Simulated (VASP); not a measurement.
# A VASP study of SbSe2 (PBE): structure first, properties next, part 2 of 4

Wanted: the relaxed cell of SbSe2 and its properties. The cell is invented: it takes the structure of COD entry 1538289, VSe2 (space group 164 there), with some of its atoms replaced by other elements, volume scaled by an estimate. It may not be a known or stable phase.

VASP 6.6.1, plane waves and PAW; the level of theory is named at each step.

Still holding for the runs below: This run has no spin polarisation. Its electron count is odd, so without a moment it is a metal by construction.

So far. Step 2 (Relaxing cell and atoms (PBE)): It ends with a largest force of 0.005 eV/Å and a pressure of 0.03 GPa.

### 3. Second relaxation

Level of this step: PBE; plane waves and PAW (Sb, Se); invented cell (VASP).

The basis stayed that of the start cell while the cell moved. A rerun from the cell reached resets it; the error of the finite cutoff stays.

INCAR

```
SYSTEM = SbSe2
PREC = Accurate
ENCUT = 400
EDIFF = 1E-06
NELM = 100
ISMEAR = 0
SIGMA = 0.05
LREAL = .FALSE.
ALGO = Normal
GGA = PE
LORBIT = 11
LWAVE = .FALSE.
LCHARG = .FALSE.
IBRION = 2
NSW = 60
ISIF = 3
EDIFFG = -0.01
```

POSCAR

```
SbSe2
1.0
    3.8891667698      0.0000000356      0.0000000000
   -1.9445828240      3.3681166027      0.0000000000
    0.0000000000      0.0000000000      6.4198224187
Sb Se
1 2
Direct
    0.0000000000      0.0000000000      0.0000000000
    0.3333333300      0.6666666700      0.2621724083
    0.6666666700      0.3333333300      0.7378275917
```

KPOINTS

```
Automatic mesh
0
Gamma
7 7 4
0 0 0
```

PAW data sets: Sb and Se (PBE family, release 64).

Launch:

```
> mpirun -np 1 vasp_std
```

The log of the run:

```text
[... set-up lines as in an earlier step ...]
 entering main loop
       N       E                     dE             d eps       ncg     rms          rms(c)
DAV:   1     0.742406713952E+02    0.74241E+02   -0.53266E+03   672   0.884E+02
DAV:   2    -0.629319296990E+01   -0.80534E+02   -0.77485E+02   956   0.170E+02
DAV:   3    -0.117694973293E+02   -0.54763E+01   -0.53691E+01   836   0.502E+01
DAV:   4    -0.118417744943E+02   -0.72277E-01   -0.72111E-01   744   0.654E+00
DAV:   5    -0.118427691533E+02   -0.99466E-03   -0.99446E-03   804   0.782E-01    0.462E+00
DAV:   6    -0.115894416902E+02    0.25333E+00   -0.35675E-01   684   0.466E+00    0.305E+00
DAV:   7    -0.115930599454E+02   -0.36183E-02   -0.14974E-01   740   0.224E+00    0.113E+00
DAV:   8    -0.115934522144E+02   -0.39227E-03   -0.40561E-03   764   0.584E-01    0.389E-01
DAV:   9    -0.115939496913E+02   -0.49748E-03   -0.14945E-03   736   0.335E-01    0.971E-02
DAV:  10    -0.115939545255E+02   -0.48342E-05   -0.74033E-05   816   0.643E-02    0.418E-02
DAV:  11    -0.115939751319E+02   -0.20606E-04   -0.48536E-05   696   0.562E-02    0.124E-02
DAV:  12    -0.115939737472E+02    0.13847E-05   -0.74074E-06   716   0.205E-02    0.614E-03
DAV:  13    -0.115939738100E+02   -0.62817E-07   -0.17474E-06   428   0.931E-03
   1 F= -.11593974E+02 E0= -.11592003E+02  d E =-.115940E+02
 curvature:   0.00 expect dE= 0.000E+00 dE for cont linesearch  0.000E+00
 trial: gam= 0.00000 g(F)=  0.228E-05 g(S)=  0.135E-04 ort = 0.000E+00 (trialstep = 0.100E+01)
 search vector abs. value=  0.158E-04
 reached required accuracy - stopping structural energy minimisation
```

It took 28 s on 1 MPI rank of AMD EPYC 7R43, shared host; peak memory 0.15 GiB.

OUTCAR, selected parts (step 3):

```text
  LATTYP: Found a hexagonal cell.
 ALAT       =     3.8891667698
 C/A-ratio  =     1.6506935286

The static configuration has the point symmetry D_3d.

 Found     28 irreducible k-points:

   dimension x,y,z NGX =    28 NGY =   28 NGZ =   42
   dimension x,y,z NGXF=    56 NGYF=   56 NGZF=   84

   ENCUT  =  400.0 eV  29.40 Ry    5.42 a.u.   6.34  6.34 10.47*2*pi/ulx,y,z

   NELECT =      17.0000    total number of electrons

 E-fermi :   3.9990

 k-point     1 :       0.0000    0.0000    0.0000
  band No.  band energies     occupation
    ...
      5       2.5775      2.00000
      6       2.6809      2.00000
      7       3.0721      2.00000
      8       3.0721      2.00000
      9       3.1623      2.00000
     10       5.7874      0.00000
     11       6.5935      0.00000
     12       6.5935      0.00000

 k-point     2 :       0.1429   -0.0000    0.0000
  band No.  band energies     occupation
    ...
      4       0.9251      2.00000
      5       1.8185      2.00000
      6       1.9892      2.00000
      7       3.0418      2.00000
      8       3.2674      2.00000
      9       4.3998      0.00000
     10       6.0057      0.00000
     11       6.7710      0.00000
     12       6.8345      0.00000

  Total        0.0197419      0.0197419      0.0078521      0.0000000     -0.0000000      0.0000000
  in kB        0.3761256      0.3761255      0.1495987      0.0000001     -0.0000000      0.0000000
  external PRESSURE =       0.3006166 kB  Pullay stress =       0.0000000 kB

  energy-cutoff  :      400.00
  volume of cell :       84.09
      direct lattice vectors                 reciprocal lattice vectors
     3.889166770  0.000000036  0.000000000     0.257124483  0.148450874  0.000000000
    -1.944582824  3.368116603  0.000000000    -0.000000003  0.296901833  0.000000000
     0.000000000  0.000000000  6.419822419     0.000000000  0.000000000  0.155767549

 POSITION                                       TOTAL-FORCE (eV/Angst)
 -----------------------------------------------------------------------------------
      0.00000      0.00000      0.00000        -0.000000      0.000000     -0.000000
      0.00000      2.24541      1.68310         0.000000      0.000000      0.004858
      1.94458      1.12271      4.73672        -0.000000     -0.000000     -0.004858
 -----------------------------------------------------------------------------------
    total drift:                               -0.000000     -0.000000      0.000000

  FREE ENERGIE OF THE ION-ELECTRON SYSTEM (eV)
  ---------------------------------------------------
  free  energy   TOTEN  =       -11.5939738100 eV

  energy  without entropy=      -11.5900331016  energy(sigma->0) =      -11.59200346

 total charge
# of ion       s       p       d       tot
------------------------------------------
    1        1.232   0.957   0.083   2.273
    2        1.494   2.237   0.027   3.758
    3        1.494   2.237   0.027   3.758
--------------------------------------------------
tot          4.220   5.432   0.137   9.788

[... 3 parts as in an earlier step ...]

[... 7 further parts left out ...]
```

CONTCAR:

```
SbSe2
   1.00000000000000
     3.8891667698000001    0.0000000356000000    0.0000000000000000
    -1.9445828240000000    3.3681166026999998    0.0000000000000000
     0.0000000000000000    0.0000000000000000    6.4198224186999999
  Sb              Se
     1     2
Direct
     0.0000000000000000    0.0000000000000000    0.0000000000000000
     0.3333333300000021    0.6666666699999979    0.2621724083000032
     0.6666666699999979    0.3333333300000021    0.7378275916999968
```

Little changed from the start: no atom moved by 0.005 Å and no cell edge by 0.1 %.

This step gave:

| Property | Result |
| --- | --- |
| pressure | 0.03006 GPa |
| SCF cycles over all ionic steps | 13 |

It ends with a largest force of 0.005 eV/Å and a pressure of 0.03 GPa. The volume moved by under 0.01 %: the run met its threshold at the first step.

### 4. Density, ELF and potential (PBE)

The relaxed cell gets a fresh self-consistent run, on a basis set for its own volume, to fix the density and to check the remaining stress.

INCAR, as its differences from that of step 3:

```diff
@@ -12,6 +12,5 @@
 LWAVE = .FALSE.
-LCHARG = .FALSE.
-IBRION = 2
-NSW = 60
-ISIF = 3
-EDIFFG = -0.01
+LCHARG = .TRUE.
+ISIF = 2
+LELF = .TRUE.
+LVHAR = .TRUE.
```

POSCAR is that of step 3.

KPOINTS is that of step 3.

Launch:

```
> mpirun -np 1 vasp_std
```

The log of the run:

```text
[... set-up lines as in an earlier step ...]
 entering main loop
       N       E                     dE             d eps       ncg     rms          rms(c)
[... 13 cycles as in an earlier step ...]
   1 F= -.11593974E+02 E0= -.11592003E+02  d E =-.394071E-02
```

Elapsed: 24 s, on 1 MPI rank; peak memory 0.15 GiB.

From OUTCAR (step 4):

```text
The static configuration has the point symmetry D_3d.

 Found     28 irreducible k-points:

   NELECT =      17.0000    total number of electrons

 E-fermi :   3.9990

[... 20 parts as in an earlier step ...]
```

Numbers from this step:

- SCF cycles: 13

Valence electrons inside each PAW sphere by angular momentum. Sphere charges, by row:

```tsv
atom	s (e)	p (e)	d (e)	tot (e)
Sb1	1.232	0.957	0.083	2.273
Se2	1.494	2.237	0.027	3.758
Se3	1.494	2.237	0.027	3.758
```

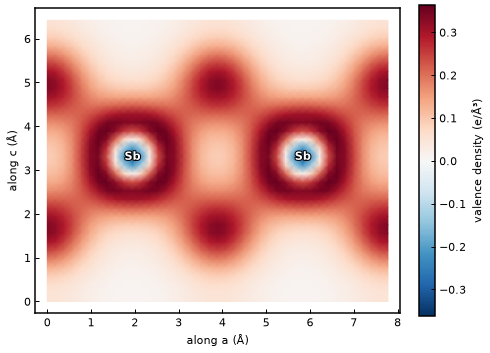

Valence density in the ac plane at fractional y = 0.000, with atoms of Sb within 0.2 Å of it. It is the smooth field of the valence electrons, not physical close to the nuclei. The map starts off the cell's origin, so that atoms lie inside it.

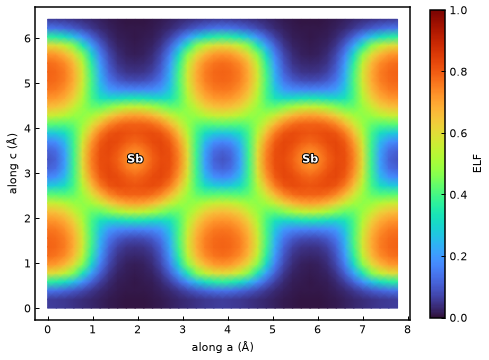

ELF in the ac plane at fractional y = 0.000, with atoms of Sb within 0.2 Å of it. It is the smooth field of the valence electrons, not physical close to the nuclei. The map starts off the cell's origin, so that atoms lie inside it.

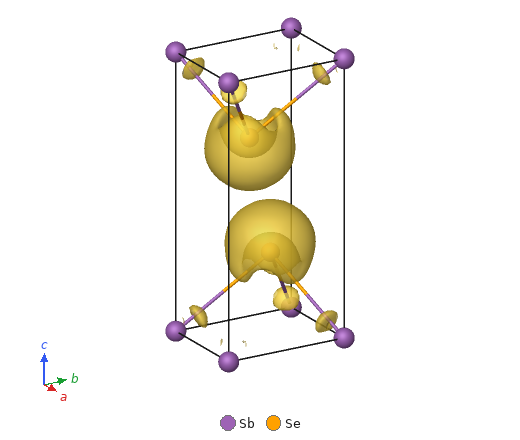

Surface of ELF = 0.83. Bonds to atoms that aren't drawn are left out.

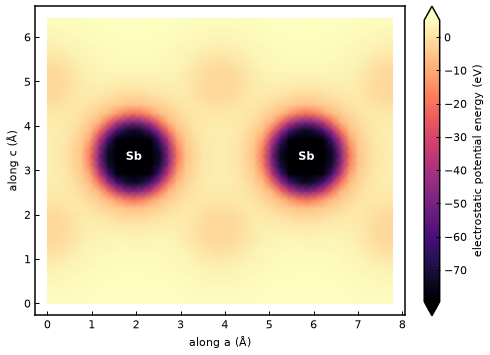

Electrostatic potential energy in the ac plane at fractional y = 0.000, with atoms of Sb within 0.2 Å of it. With pseudopotentials it is smooth inside the atoms' cores, unlike the true potential. The map starts off the cell's origin, so that atoms lie inside it.

In this run the pressure is 0.03 GPa, small enough to go on.

### 5. Band structure (PBE)

Levels along the symmetry lines show where the bands peak and cross; KPOINTS_OPT computes them in the converged potential.

INCAR, as its differences from that of step 4:

```diff
@@ -12,5 +12,2 @@
 LWAVE = .FALSE.
-LCHARG = .TRUE.
-ISIF = 2
-LELF = .TRUE.
-LVHAR = .TRUE.
+LCHARG = .FALSE.
```

POSCAR is that of step 4.

KPOINTS is that of step 4.

KPOINTS_OPT

```
Line mode
16
Line-mode
Reciprocal
  0.00000000   0.00000000   0.00000000 GAMMA
  0.50000000   0.00000000   0.00000000 M

  0.50000000   0.00000000   0.00000000 M
  0.33333333   0.33333333   0.00000000 K

  0.33333333   0.33333333   0.00000000 K
  0.00000000   0.00000000   0.00000000 GAMMA

  0.00000000   0.00000000   0.00000000 GAMMA
  0.00000000   0.00000000   0.50000000 A

  0.00000000   0.00000000   0.50000000 A
  0.50000000   0.00000000   0.50000000 L

  0.50000000   0.00000000   0.50000000 L
  0.33333333   0.33333333   0.50000000 H

  0.33333333   0.33333333   0.50000000 H
  0.00000000   0.00000000   0.50000000 A

  0.50000000   0.00000000   0.50000000 L
  0.50000000   0.00000000   0.00000000 M

  0.33333333   0.33333333   0.00000000 K
  0.33333333   0.33333333   0.50000000 H
```

Launch:

```
> mpirun -np 1 vasp_std
```

The log of the run:

```text
[... set-up lines as in an earlier step ...]
 entering main loop
       N       E                     dE             d eps       ncg     rms          rms(c)
[... 13 cycles as in an earlier step ...]
   1 F= -.11593974E+02 E0= -.11592003E+02  d E =-.394071E-02
 Start KPOINTS_OPT (optional k-point list driver)
k-point batch [1-28\144]
       N       E                     dE             ncg
DAV:   1     0.143104763971E+04   -0.75283E+04      672
DAV:   2    -0.667092873480E+03   -0.20981E+04      916
DAV:   3    -0.819487734288E+03   -0.15239E+03      788
DAV:   4    -0.821852653557E+03   -0.23649E+01      800
DAV:   5    -0.821890165998E+03   -0.37512E-01      788
DAV:   6    -0.821891109482E+03   -0.94348E-03      840
DAV:   7    -0.821891135638E+03   -0.26156E-04      772
DAV:   8    -0.821891136829E+03   -0.11910E-05      568
DAV:   9    -0.821891136934E+03   -0.10577E-06      512
[...]
k-point batch [141-144\144]
       N       E                     dE             ncg
DAV:   1     0.115540891104E+05   -0.17305E+04       96
DAV:   2     0.112764143872E+05   -0.27767E+03      124
DAV:   3     0.112522868242E+05   -0.24128E+02      120
DAV:   4     0.112518995991E+05   -0.38723E+00       96
DAV:   5     0.112518946246E+05   -0.49745E-02      112
DAV:   6     0.112518945195E+05   -0.10505E-03      100
DAV:   7     0.112518945167E+05   -0.28409E-05      112
DAV:   8     0.112518945166E+05   -0.69689E-07       52
```

Wall time 99 s (1 MPI rank); peak memory 0.16 GiB.

OUTCAR, selected parts (step 5):

```text
   NELECT =      17.0000    total number of electrons

 E-fermi :   3.9990

[... 20 parts as in an earlier step ...]

[... 2 further parts left out ...]
```

Spin-orbit coupling is off here; with elements this heavy it splits and shifts levels by tenths of an eV or more.

Electronic bands along the path, in eV, zero at the Fermi level; # counts the bands kept:

```tsv
point	#4	#5	#6	#7	#8
Γ	-1.32	-0.93	-0.93	-0.84	1.79
M	-3.20	-2.21	-0.96	-0.30	2.10
K	-4.08	-2.27	-2.27	-0.52	4.12
Γ	-1.32	-0.93	-0.93	-0.84	1.79
A	-1.50	-0.77	-0.77	0.71	1.35
L	-3.05	-1.67	-1.34	-0.92	2.64
H	-4.38	-1.18	-1.18	0.40	2.64
A	-1.50	-0.77	-0.77	0.71	1.35
jump to L	-3.05	-1.67	-1.34	-0.92	2.64
M	-3.20	-2.21	-0.96	-0.30	2.10
jump to K	-4.08	-2.27	-2.27	-0.52	4.12
H	-4.38	-1.18	-1.18	0.40	2.64
```

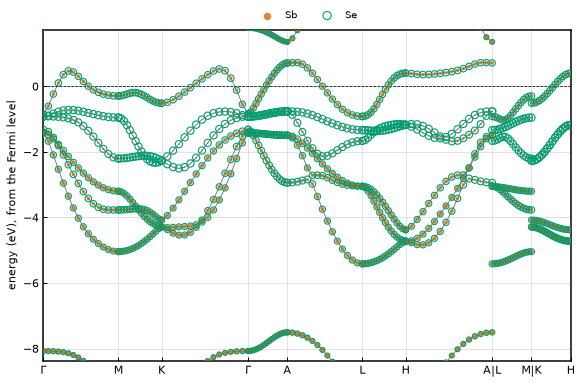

Electronic bands along the path; dots are coloured as in the legend, and their area grows with the weight.

There is no gap at this level.

### 6. Density of states (PBE)

Here the states are counted by energy and projected on the atoms. The mesh is finer than in the run before.

INCAR, as its differences from that of step 5:

```diff
@@ -5,3 +5,3 @@
 NELM = 100
-ISMEAR = 0
+ISMEAR = -5
 SIGMA = 0.05
@@ -13 +13,2 @@
 LCHARG = .FALSE.
+NEDOS = 2001
```

POSCAR is that of step 5.

KPOINTS

```
Automatic mesh
0
Gamma
10 10 5
0 0 0
```

Launch:

```
> mpirun -np 1 vasp_std
```

The log of the run:

```text
[... set-up lines as in an earlier step ...]
 entering main loop
       N       E                     dE             d eps       ncg     rms          rms(c)
DAV:   1     0.750007250551E+02    0.75001E+02   -0.53479E+03  1392   0.882E+02
DAV:   2    -0.574256474041E+01   -0.80743E+02   -0.77461E+02  1816   0.172E+02
DAV:   3    -0.117557940038E+02   -0.60132E+01   -0.58802E+01  1760   0.518E+01
DAV:   4    -0.118466325957E+02   -0.90839E-01   -0.90752E-01  1552   0.720E+00
DAV:   5    -0.118477855790E+02   -0.11530E-02   -0.11523E-02  1664   0.850E-01    0.462E+00
DAV:   6    -0.115984205195E+02    0.24937E+00   -0.35150E-01  1404   0.463E+00    0.306E+00
DAV:   7    -0.116018811254E+02   -0.34606E-02   -0.14801E-01  1528   0.223E+00    0.113E+00
DAV:   8    -0.116021616018E+02   -0.28048E-03   -0.39313E-03  1584   0.578E-01    0.390E-01
DAV:   9    -0.116026602559E+02   -0.49865E-03   -0.14607E-03  1504   0.330E-01    0.981E-02
DAV:  10    -0.116026679508E+02   -0.76948E-05   -0.72487E-05  1728   0.632E-02    0.421E-02
DAV:  11    -0.116026868461E+02   -0.18895E-04   -0.48233E-05  1436   0.559E-02    0.121E-02
DAV:  12    -0.116026844486E+02    0.23974E-05   -0.74614E-06  1496   0.205E-02    0.614E-03
DAV:  13    -0.116026843083E+02    0.14030E-06   -0.17098E-06   832   0.924E-03
   1 F= -.11602684E+02 E0= -.11602684E+02  d E =0.000000E+00
 -----------------------------------------------------------------------------
|                                                                             |
|           W    W    AA    RRRRR   N    N  II  N    N   GGGG   !!!           |
|           W    W   A  A   R    R  NN   N  II  NN   N  G    G  !!!           |
|           W    W  A    A  R    R  N N  N  II  N N  N  G       !!!           |
|           W WW W  AAAAAA  RRRRR   N  N N  II  N  N N  G  GGG   !            |
|           WW  WW  A    A  R   R   N   NN  II  N   NN  G    G                |
|           W    W  A    A  R    R  N    N  II  N    N   GGGG   !!!           |
|                                                                             |
|     Tetrahedron method does not include variations of the Fermi             |
|     occupations, so forces and stress will be inaccurate. We suggest        |
|     using a different smearing scheme ISMEAR = 1 or 2 for metals in         |
|     relaxations.                                                            |
|                                                                             |
 -----------------------------------------------------------------------------
```

Elapsed: 46 s, on 1 MPI rank; peak memory 0.16 GiB.

OUTCAR, selected parts (step 6):

```text
   k-points           NKPTS =     58   k-points in BZ     NKDIM =     58   number of bands    NBANDS=     12

   NELECT =      17.0000    total number of electrons

 E-fermi :   3.9908

 k-point     1 :       0.0000    0.0000    0.0000
  band No.  band energies     occupation
    ...
      5       2.5774      2.00000
      6       2.6793      2.00000
      7       3.0701      2.00000
      8       3.0701      2.00000
      9       3.1618      2.80195
     10       5.7888      0.00000
     11       6.5954      0.00000
     12       6.5954      0.00000

  Total       -0.0343511     -0.0343511      0.0197586     -0.0000000     -0.0000000      0.0000000
  in kB       -0.6544630     -0.6544628      0.3764442     -0.0000001     -0.0000000      0.0000000
  external PRESSURE =      -0.3108272 kB  Pullay stress =       0.0000000 kB

 POSITION                                       TOTAL-FORCE (eV/Angst)
 -----------------------------------------------------------------------------------
      0.00000      0.00000      0.00000        -0.000000     -0.000000      0.000000
      0.00000      2.24541      1.68310        -0.000000     -0.000000     -0.046568
      1.94458      1.12271      4.73672         0.000000      0.000000      0.046568
 -----------------------------------------------------------------------------------
    total drift:                               -0.000000     -0.000000      0.000000

  FREE ENERGIE OF THE ION-ELECTRON SYSTEM (eV)
  ---------------------------------------------------
  free  energy   TOTEN  =       -11.6026843083 eV

  energy  without entropy=      -11.6026843083  energy(sigma->0) =      -11.60268431

[... 6 parts as in an earlier step ...]

[... 10 further parts left out ...]
```

With tetrahedra the forces and stress of a metal are not exact derivatives of the energy.

This step gave:

- irreducible k-points: 58
- free energy (TOTEN): -11.60 eV
- Fermi energy: 3.991 eV
- pressure: -0.03108 GPa
- DOS at the Fermi level: 1.930 states/eV/cell

The density of states has structure finer than the step of the table below, so its rows give means over 1 eV, whole bins alone (the curve runs from -12.0 to 2.38 eV). Peaks (eV: height): total -9.1: 3.33, -3.8: 3.36, -1.6: 3.51, -1.2: 7.04; Se p -3.8: 1.04, -1.6: 1.70, -1.2: 3.75, -0.2: 1.08; Sb p -4.8: 0.298, -3.8: 0.455, -3.2: 0.426; Sb s -9.3: 0.850, -9.1: 1.64, -0.2: 0.307.

States under -12.0 eV and over 2.4 eV are left out. The density of states by energy, zero at the Fermi level; means over each step; values in states/eV/cell:

```tsv
energy (eV)	total	Se p	Sb p	Sb s
-10	0	0	0	0
-9	1.27	0.0729	0.00144	0.606
-8	0.699	0.0399	7.2e-4	0.278
-7	0	0	0	0
-6	0	0	0	0
-5	1.20	0.319	0.171	4.3e-4
-4	1.97	0.585	0.275	0.00658
-3	2.15	0.721	0.299	0.00793
-2	2.42	1.07	0.133	0.0142
-1	2.43	1.28	0.0248	0.0279
0	1.73	0.779	0.0202	0.225
1	0.121	0.0572	0.00179	0.0169
```

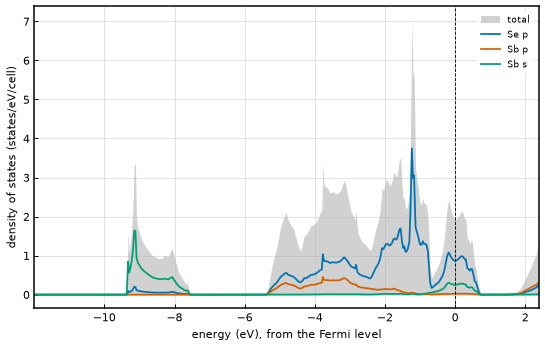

Density of states against energy.

The finer mesh and the other smearing move the Fermi level by -0.01 eV from the 7×7×4 run, a small shift, which tests the Fermi level alone. Of the states within 0.3 eV of the Fermi level, the largest shares in the PAW spheres are Se p 45 % and Sb s 13 %. The rest lies in smaller channels or between the spheres.

(Continued in part 3 of 4.)

[Lines on the potential files, build, host, timing and source positions are cut from VASP's logs without a mark.]

[Logs are printed without paths, hosts, clocks, repeated set-up lines and the standing remarks that a program may print on its own settings, such as how far it seeks lower states.]

[Hosts, paths, dates, database ids (printed as entryN), source tags and the programs' standing remarks are cut or masked in the printed files.]

[A measured line is paired with the nearest computed mode of its activity, which favours agreement.]
